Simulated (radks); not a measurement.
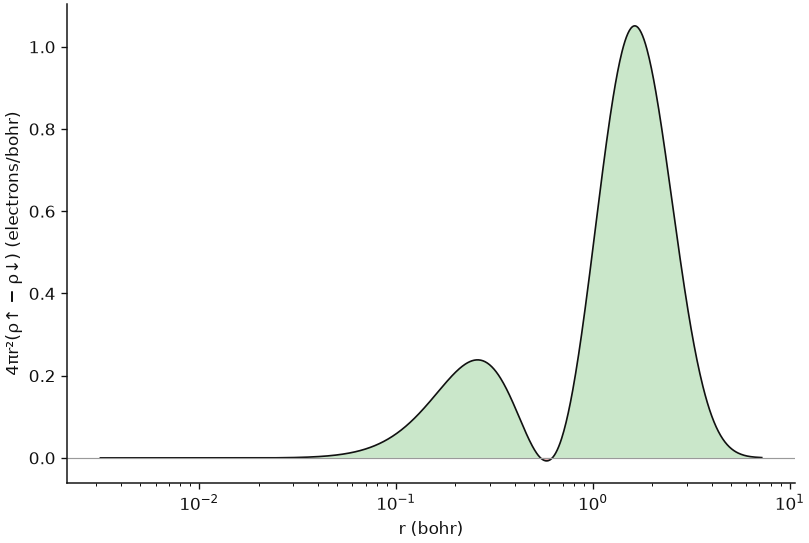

Figure 1. The radial spin density. The curve integrates to 2 unpaired electrons, held by 3p (+2). Its largest value, 1.05 electrons/bohr, lies near r = 1.6 bohr. Regions of the opposite sign are negligible.

Atomic calculation, with input and output: S

- system: the neutral sulfur atom in the configuration [Ne] 3s2 3p4 (high spin).
- method: scalar-relativistic Kohn-Sham, LB94 model potential, spin-polarised, spherical densities, finite nucleus (the in-house radial solver radks)

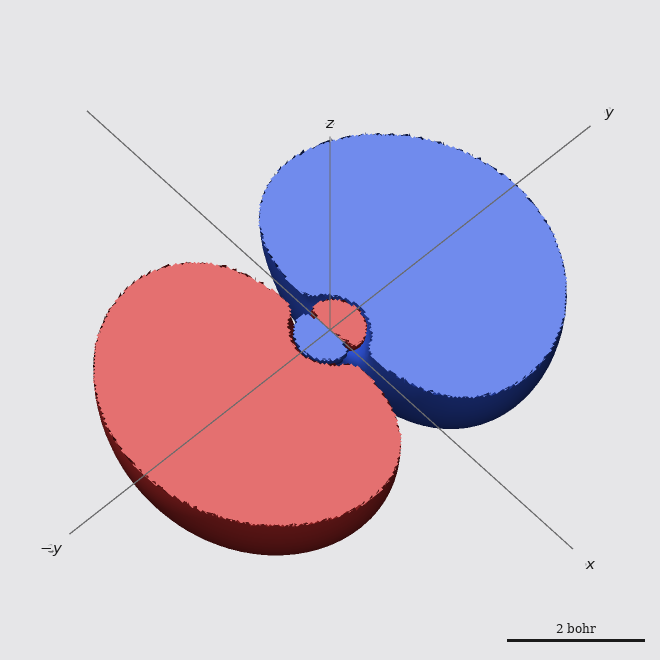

Figure 2. The 3p(y) orbital of down spin. The radial function comes from the spherical calculation and is multiplied by a real spherical harmonic; the overall sign is chosen so that the largest lobe of P(r) is positive; at the scalar-relativistic level it is the large component. The surface of constant |ψ| that holds about 90 % of the electron is drawn, blue where ψ is positive and red where it is negative, with the half in front of the xy plane cut away and the cut face painted. It has the nodal plane xz and 1 radial node, at r = 0.569 bohr. The outermost maximum of P² lies at 1.58 bohr, ⟨r⟩ = 2.04 bohr, 90 % of the charge lies within 3.26 bohr, and the eigenvalue is −11.2 eV, with 1 electron in the shell for this spin.

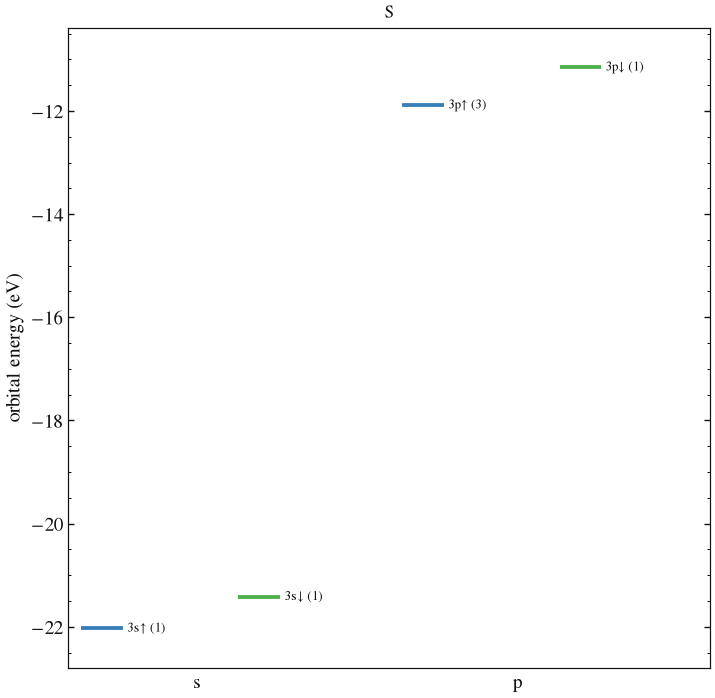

Figure 3. The outer levels are drawn by angular momentum (occupations in brackets, up spins at the left of each column and down spins at the right). The highest occupied level is 3p down at −11.2 eV. From the top down the occupied levels run 3p down (−11.2 eV), 3p up (−11.9 eV), 3s down (−21.4 eV), 3s up (−22.0 eV). The largest exchange splitting (down less up) among the shells drawn in both spins is that of 3p, 0.735 eV.

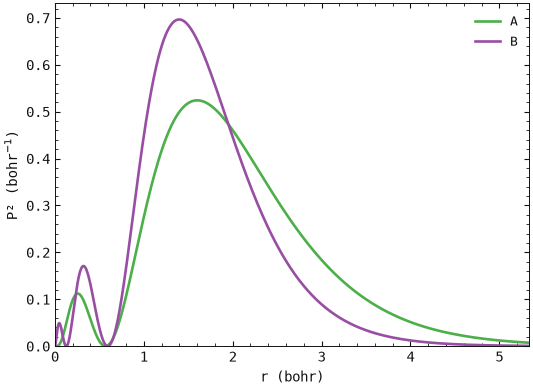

Figure 4. The radial probability densities P² of 3p up and 3s up. A is 3p up; B is 3s up. 3s up: outer maximum at 1.40 bohr, ⟨r⟩ = 1.69 bohr, 2 nodes, eigenvalue −22.0 eV; 3p up: outer maximum at 1.60 bohr, ⟨r⟩ = 2.05 bohr, 1 node, eigenvalue −11.9 eV.

These pictures come from the run below.

## Input file
```
Z 16
configuration [Ne] 3s2 3p4
relativity scalar-relativistic
functional lda,pw
spin polarised
nucleus finite rms 3.2611 fm
c 137.035999084
response adiabatic LDA kernel
```

Energies in input and log are in hartree, lengths in bohr (the nuclear radius in fm).

## Output
```
1s      1   1.0000         -90.13846475
2s      1   1.0000          -8.30110479
2p      1   3.0000          -6.28807880
3s      1   1.0000          -0.80957293
3p      1   3.0000          -0.43686201
1s      2   1.0000         -90.14186229
2s      2   1.0000          -8.29659988
2p      2   3.0000          -6.28140049
3s      2   1.0000          -0.78705991
3p      2   1.0000          -0.40986441
Etot None
Ekin 403.3985169231041
Encl -955.3232033371678
Eh 178.48585059931753
Exc None
err 1.6224418280668482e-09
it 14
```

## Orbitals

| orbital | occupation | energy (eV) | ⟨r⟩ (bohr) | outer maximum (bohr) |
| --- | --- | --- | --- | --- |
| 1s down | 1 | −2452.9 | 0.09649 | 0.0633 |
| 1s up | 1 | −2452.8 | 0.09650 | 0.0633 |
| 2s up | 1 | −225.885 | 0.4778 | 0.389 |
| 2s down | 1 | −225.762 | 0.4787 | 0.389 |
| 2p up | 3 | −171.107 | 0.4389 | 0.325 |
| 2p down | 3 | −170.926 | 0.4400 | 0.325 |
| 3s up | 1 | −22.030 | 1.690 | 1.40 |
| 3s down | 1 | −21.417 | 1.672 | 1.38 |
| 3p up | 3 | −11.888 | 2.053 | 1.60 |
| 3p down | 1 | −11.153 | 2.041 | 1.58 |

## Summary

| quantity | value |
| --- | --- |
| outcome | converged |
| kinetic energy | 403.398517 hartree |
| electron–nucleus energy | −955.323203 hartree |
| Hartree energy | 178.485851 hartree |
| radius at density 0.001 e/bohr³ | 4.07 bohr |
| SCF iterations | 14 |
| hardware | 1 CPU thread, shared host |
